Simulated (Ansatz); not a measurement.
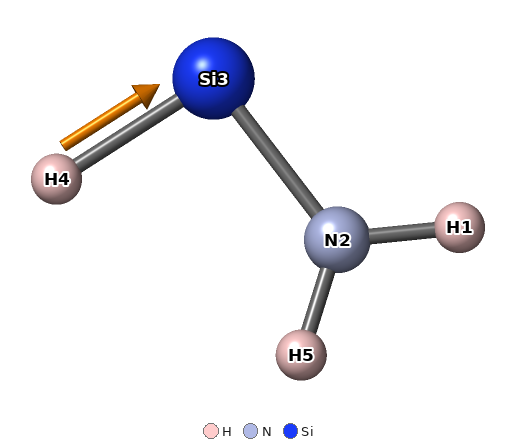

The arrows show one normal mode. Harmonic vibrations computed with RKS PBE0-D4/def2-TZVP (Ansatz 0.2.0) at a stationary point of the same level.

What kind of motion is it?

Answer. Mostly Si–H stretching.

Estimate its harmonic wavenumber.

Answer. 1999 cm⁻¹; it is mode 7 of 9 counted from the lowest.
